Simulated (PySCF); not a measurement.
# AlHClO (SMILES [O][AlH][Cl]) at USVWN5/STO-3G

What is the vertical doublet–quartet gap of AlHClO at USVWN5/STO-3G? 

The calculation is run with PySCF 2.14.0.

11 further runs of the same task are left out: 4 that didn't finish, 7 set aside as unsound or not needed.

## (1) Starting point

AlHClO has 4 atoms, charge 0, and is taken as a doublet. SMILES: `[O][AlH][Cl]`. The coordinates come from a PBE0-D4/def2-TZVP relaxation.

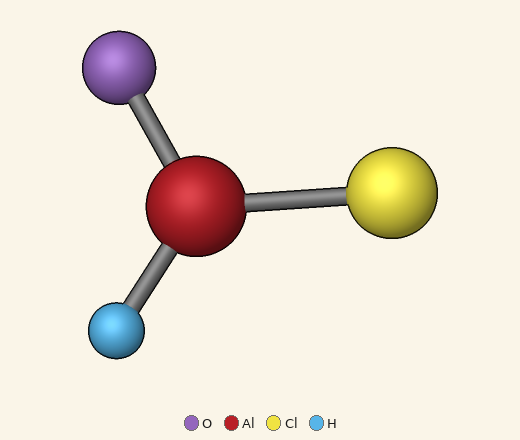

Viewed from a chosen angle; oxygen purple, aluminium red, chlorine yellow, hydrogen blue.

## (2) A single-point energy at USVWN5/STO-3G

Input file input.py:

```python
from pyscf import gto, dft

mol = gto.Mole()
mol.atom = '''
O    0.290600  -1.035900   1.350600
Al   0.118400   0.049000   0.015600
Cl  -1.573200  -0.210600  -1.168800
H    1.219700   1.137300  -0.217800
'''
mol.verbose = 4
mol.basis = 'sto-3g'
mol.charge = 0
mol.max_memory = 1860
mol.spin = 1
mol.build()

myscf = dft.UKS(mol)
myscf.xc = 'svwn'
myscf.conv_tol = 1e-10
myscf.grids.level = 5
myscf.kernel()
if not myscf.converged:
    myscf = myscf.newton().run(myscf.mo_coeff, myscf.mo_occ)

etot = myscf.e_tot
print('E(%s) = %.9f' % ('SVWN5', etot))
```

Launch:

```
$ OMP_NUM_THREADS=1 python input.py
```

Standard output:

```text
PySCF version 2.14.0

[INPUT] num. atoms = 4
[INPUT] num. electrons = 39
[INPUT] charge = 0
[INPUT] spin (= nelec alpha-beta = 2S) = 1
[INPUT] symmetry False subgroup None
[INPUT] Mole.unit = angstrom
[INPUT] Symbol           X                Y                Z      unit          X                Y                Z       unit  Magmom
[INPUT]  1 O      0.290600000000  -1.035900000000   1.350600000000 AA    0.549154411799  -1.957567292437   2.552264103838 Bohr   0.0
[INPUT]  2 Al     0.118400000000   0.049000000000   0.015600000000 AA    0.223743573149   0.092596580104   0.029479727543 Bohr   0.0
[INPUT]  3 Cl    -1.573200000000  -0.210600000000  -1.168800000000 AA   -2.972917139166  -0.397976321833  -2.208711894392 Bohr   0.0
[INPUT]  4 H      1.219700000000   1.137300000000  -0.217800000000 AA    2.304898954132   2.149185521468  -0.411582349930 Bohr   0.0

[... 88 lines left out ...]
converged SCF energy = -766.342569684288  <S^2> = 0.7556284  2S+1 = 2.0056205
E(SVWN5) = -766.342569684
```

Run time: 2.6 s. Hardware: 1 thread of Intel Xeon Platinum 8375C at 2.90GHz (Ice Lake), shared host; peak memory 0.15 GiB.

## (3) The quartet at the same level

Input file input.py:

```python
from pyscf import gto, dft

system = gto.M(
    atom='''
O      0.549154    -1.957567     2.552264
Al     0.223744     0.092597     0.029480
Cl    -2.972917    -0.397976    -2.208712
H      2.304899     2.149186    -0.411582
''',
    unit='bohr',
    basis='sto-3g',
    verbose=3,
    spin=3,
    max_memory=1860,
    charge=0,
)

mf = dft.UKS(system)
mf.xc = 'svwn'
mf.grids.level = 5
mf.conv_tol = 1e-10
mf.kernel()
if not mf.converged:
    mf = mf.newton().run(mf.mo_coeff, mf.mo_occ)

e_final = mf.e_tot
print('E = %.10f Eh' % e_final)
```

Launch:

```
$ OMP_NUM_THREADS=1 python input.py
```

Standard output:

```text
WARN: HOMO 0.0117938432894842 >= LUMO -0.37023783934783

WARN: HOMO 0.055759705268795 >= LUMO -0.0431458405558852

WARN: HOMO 0.102022834452891 >= LUMO -0.125178605404767

WARN: HOMO 0.117411550755442 >= LUMO -0.175054876563975

WARN: HOMO 0.121542445491928 >= LUMO -0.166752467640387

WARN: HOMO 0.122700407394277 >= LUMO -0.16813354815085

WARN: HOMO 0.123840036092738 >= LUMO -0.165191082708645

WARN: HOMO 0.122708627358998 >= LUMO -0.168125782593199

WARN: HOMO 0.122714132212082 >= LUMO -0.168115962874156

WARN: HOMO 0.122700604557911 >= LUMO -0.168065625285869

WARN: HOMO 0.122734341689397 >= LUMO -0.168045481585458

WARN: HOMO 0.122742340278336 >= LUMO -0.168080650769481

WARN: HOMO 0.12272979048075 >= LUMO -0.168088291233523

WARN: HOMO 0.122732377530718 >= LUMO -0.168087165408162

WARN: HOMO 0.122732340687774 >= LUMO -0.168087997130748

WARN: HOMO 0.122732344882489 >= LUMO -0.168088012784945

WARN: HOMO 0.122732359078547 >= LUMO -0.168087964125891

converged SCF energy = -766.090173789355  <S^2> = 3.75161  2S+1 = 4.0008049
E = -766.0901737894 Eh
```

Run time: 3.6 s. Hardware: 1 thread of Intel Xeon Platinum 8375C at 2.90GHz (Ice Lake), shared host; peak memory 0.15 GiB.

## (4) Outcome

At USVWN5/STO-3G:

```
                                        quantity          value
                           doublet: total energy  -766.34257 Eh
                          doublet: dipole moment         2.30 D
     doublet: HOMO energy (highest over α and β)       -3.01 eV
      doublet: LUMO energy (lowest over α and β)       -2.45 eV
                                   doublet: ⟨S²⟩          0.756
                           quartet: total energy  -766.09017 Eh
                          quartet: dipole moment         2.62 D
                                   quartet: ⟨S²⟩          3.752
vertical energy of the quartet above the doublet       6.868 eV
```

**Reading.** At this shape the quartet lies 6.87 eV (663 kJ/mol) above the doublet. In a minimal basis such a difference can be off by several eV, whatever the method. Mulliken charges (doublet) run from -0.40 on Cl3 to +0.75 on Al2; they depend strongly on the basis. Mulliken charges (quartet) run from -0.32 on Cl3 to +0.41 on Al2.
